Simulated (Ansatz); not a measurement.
**The cluster TaS3−: reading failed and doubtful runs**

Aim: try 2 inputs for the cluster TaS3− as typed, read how each ends, and find what has to change.

Computed with Ansatz 0.2.0, Gaussian basis. Level: the settings change from run to run.

## 1. The molecule

The geometry comes from an earlier relaxation with PBE-D4/def2-SVPD; it is a stationary point. Ta takes a core potential in def2 sets; no spin-orbit term is included.

4 atoms, charge -1, spin multiplicity 1.

Atoms are counted from 1 here; the program's logs count them from 0.

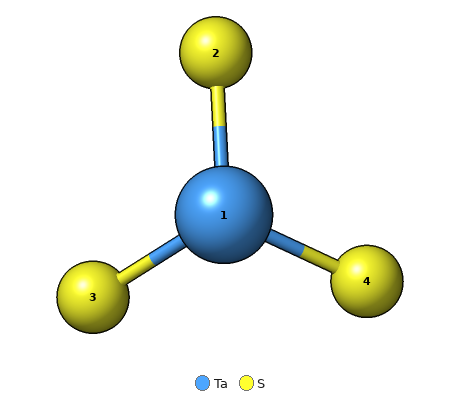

The geometry (tantalum blue, sulfur yellow); atoms are numbered from 1 in the order of the file.

## 2. Try 1

in.yaml reads:

```yaml
crystal:
  periodic: [false, false, false]
  atoms:
    - {symbol: Ta, position_ang: [0.476815, 0.028211, 0.118043]}
    - {symbol: S, position_ang: [-0.252574, 2.009675, -0.401292]}
    - {symbol: S, position_ang: [-0.350858, -0.863732, 1.946819]}
    - {symbol: S, position_ang: [-0.043022, -1.245822, -1.638055]}
basis:
  gaussian: {orbitals: def2-SVPD, final_grid: {core_spheres: 1, valence_spheres: 1, degree: 1}}
total_charge: -1
hamiltonian: {xc: {name: r2SCAN}}
scf: {omitted_lower_state_checks: [starts]}
output: {forces: true}
```

Started as:

```bash
$ ansatz run in.yaml --threads 4 --pin off --events-out ev --progress --plain --max-ram 3916MiB
```

The program printed (excerpt; [...] marks lines left out):

```text
Functional definition: r2SCAN
  name "r2SCAN"
  cite "Furness, Kaplan, Ning, Perdew & Sun, J. Phys. Chem. Lett. 11, 8208 (2020) doi:10.1021/acs.jpclett.0c02405"
  cite "Furness, Kaplan, Ning, Perdew & Sun, J. Phys. Chem. Lett. 11, 9248 (2020) doi:10.1021/acs.jpclett.0c03077"
  parent r2scan
[...]
1126 factors; their error is unknown
[...]
a density is far from that of the atoms, so the factors are made again for it
1343 factors; integrals over basis functions are off by at most 2.6e-5 eV
mean field -34377.13994022 eV, -1263.3365911407 hartree, gradient 2.3e-5 eV, S^2 0.000000; 0 other end points of the search recorded, 0 dependent functions left out
[...]
reference -34377.13994452 eV, -1263.3365912987 hartree; 31, 31 occupied and 85, 85 virtual orbitals, 1343 factors
Total energy: -34377.13994452 eV, -1263.3365912987 hartree
Atom 0 at     0.476815     0.028211     0.118043 Å, force    99.153426    46.639754   -31.357894 eV/Å
Atom 1 at    -0.252574     2.009675    -0.401292 Å, force   -22.739198     3.986654    -2.728526 eV/Å
Atom 2 at    -0.350858    -0.863732     1.946819 Å, force   -47.983774   -34.283097    33.415257 eV/Å
Atom 3 at    -0.043022    -1.245822    -1.638055 Å, force   -28.430454   -16.343311     0.671163 eV/Å
Dipole moment:     1.535487     0.628440    -0.103831 e Å
Checks for a lower state left out: starts
```

Run time: 4.3 s. Hardware: 4 threads of Arm Neoverse V1, shared host.

**Diagnosis.** It ended without an error, which proves nothing about the input. The integration grid is far too coarse. Its coordinates are also moved off the relaxed structure (shortest distance 2.17 Å, against 2.24 Å), and have to be restored too. Its energy carries the error of the grid. To mend it, drop final_grid and take the default grid.

## 3. Try 2

in.yaml reads:

```yaml
crystal:
  periodic: [false, false, false]
  atoms:
    - {symbol: Ta, position_ang: [0.524065, 0.012334, 0.062108]}
    - {symbol: S, position_ang: [-0.201441, 2.111403, -0.216359]}
    - {symbol: S, position_ang: [-0.380845, -0.896366, 1.896595]}
    - {symbol: S, position_ang: [0.058230, -1.227381, -1.742344]}
basis:
  gaussian: {orbitals: def2-SVPD}
total_charge: -1
magnetization: {spin_polarized: true, initial_magnetization: 1}
hamiltonian: {xc: {name: CAM-B3LYP}, dispersion: d3bj}
scf: {omitted_lower_state_checks: [starts]}
output: {forces: true}
```

Launched as before.

The program printed:

```text
Error: a molecule whose nuclei and cores have a total charge of 61 cannot have a net charge of -1 together with 1 unpaired electrons
```

It took 0.05 s on 4 threads of Arm Neoverse V1, shared host.

Diagnosis: The program refused the input. The number of unpaired electrons doesn't fit the electron count. Fix: make charge and initial_magnetization agree: an even electron count takes an even number of unpaired electrons.

## 4. Summary

| try | level | ended | cause | time |
| --- | --- | --- | --- | --- |
| 1 | r2SCAN/def2-SVPD | converged | the integration grid is far too coarse | 4.3 s |
| 2 | CAM-B3LYP/def2-SVPD | refused | the number of unpaired electrons doesn't fit the electron count | 0.05 s |

**Reading.** 1 converged, 1 refused. A refusal costs next to no computing time. The dangerous case is the input that converges on a wrong geometry, charge, spin, basis or grid: often only a look at the input shows it.
